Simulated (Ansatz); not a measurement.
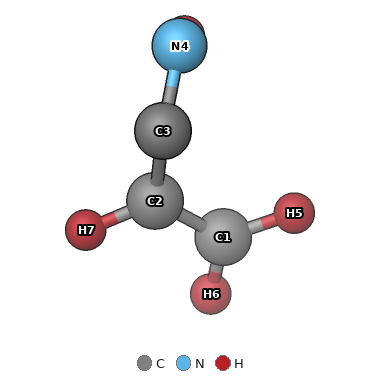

The system is C₃H₄N, charge −1; the picture shows the reference structure. Coordinates scanned: (1) dihedral C1–C2–C3–N4; (2) dihedral H5–C1–C2–C3. Nothing is relaxed (all other coordinates rigid). The scan uses a 15 × 15 grid. Points are written as (first, second). Energies: kcal/mol, counted from the lowest grid point. Energies and slopes of some neighbouring points disagree (a jump in structure or state, or too coarse a mesh). The dihedral twists a double bond; near 90° a spin-restricted reference is unreliable. Method: RHF/def2-SVPD in Ansatz 0.2.0.

Its coordinates:

```xyz
8

C    -0.5063    1.0928   -0.0496
C     0.5588    0.2829    0.0468
C     0.6636   -0.9975    0.7725
N     0.0834   -2.0475    0.3085
H    -1.4597    0.8183    0.3884
H    -0.4415    2.0698   -0.5177
H     1.5001    0.6361   -0.3762
H    -0.3984   -1.8550   -0.5727
```

Range: dihedral C1–C2–C3–N4 from −180 to 156°; dihedral H5–C1–C2–C3 from −180 to 156°.

> Predict the map.

The lowest grid point is at (84°, −180°). Other grid points that lie below all their neighbours: (84°, −12°) (0.6 kcal/mol higher); (−60°, −180°) (0.7 kcal/mol higher); (−180°, −180°) (2.2 kcal/mol higher). The highest grid point, (12°, 84°), lies 97 kcal/mol above the lowest.

```tsv
dihedral H5–C1–C2–C3 ↓, dihedral C1–C2–C3–N4 →	−180	−156	−132	−108	−84	−60	−36	−12	12	36	60	84	108	132	156
156	9	8	8	8	8	8	10	14	14	9	5	5	7	9	10
132	32	30	29	29	29	30	32	35	35	29	24	24	26	30	32
108	67	65	62	61	62	63	66	69	67	60	54	53	56	60	65
84	96	92	85	78	75	77	82	91	97	90	83	80	81	85	91
60	53	53	50	46	43	43	48	54	56	52	49	48	47	48	50
36	22	23	22	19	17	17	21	26	26	22	20	19	19	19	20
12	5	5	5	4	3	3	6	11	10	6	3	3	3	4	4
−12	4	3	3	3	3	3	5	9	9	4	1	1	2	4	4
−36	19	17	16	17	17	17	19	23	23	17	13	13	15	18	19
−60	48	46	44	44	45	46	48	51	49	43	38	37	39	44	47
−84	88	87	82	79	79	81	85	90	85	77	71	69	72	77	84
−108	73	72	67	62	59	59	64	72	75	71	68	66	65	66	70
−132	35	36	34	31	28	28	32	38	39	36	33	32	32	32	33
−156	11	12	12	10	8	8	11	16	16	12	10	9	9	10	10
−180	2	2	2	2	1	1	3	8	8	3	0	0	1	2	2
```

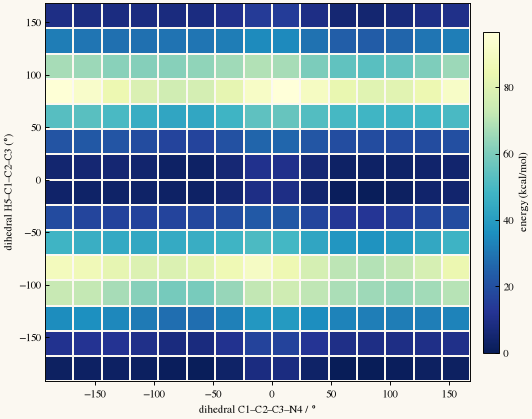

In the figure: one coloured cell a grid point.

Each point was launched as `ansatz run input.yaml --threads 1 --pin off --max-ram 2560MiB --backend cpu --events-out ev --progress --plain --runs-dir out`. Time for the 225 points that were run: 18 min on 1 thread of Arm Neoverse N1, on a shared host.
